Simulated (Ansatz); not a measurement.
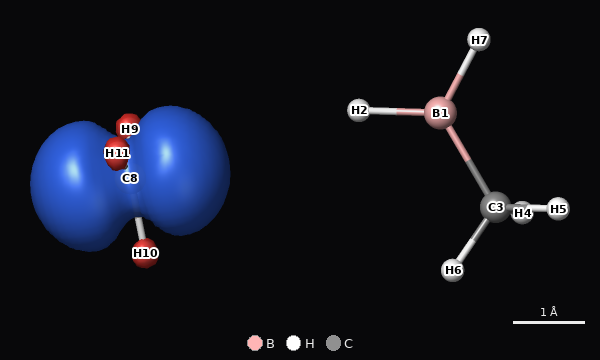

Figure. CH₅B···CH₃ (doublet). Isosurfaces of the spin density (α minus β) at +0.04 (blue) and −0.04 e/Å³ (red), seen across its widest extent.

Theory: Ansatz 0.2.0, UKS B3LYP/def2-SVP.

```xyz
11

B    -0.0506   -0.0516   -0.5946
H    -0.2874   -0.2470    0.5750
C     1.4164    0.0698   -1.1032
H     1.7031   -0.9880   -1.3036
H     1.5431    0.6026   -2.0585
H     2.1399    0.4379   -0.3584
H    -0.9828   -0.0259   -1.3655
C    -0.0016    0.0506    3.9562
H    -0.5772   -0.8765    3.9573
H     1.0887    0.0160    3.9780
H    -0.5170    1.0119    3.9180
```

Where is the unpaired spin?

The unpaired spin (1 electron) lies mostly on C8 (about 0.8), in electrons by Hirshfeld's partition.
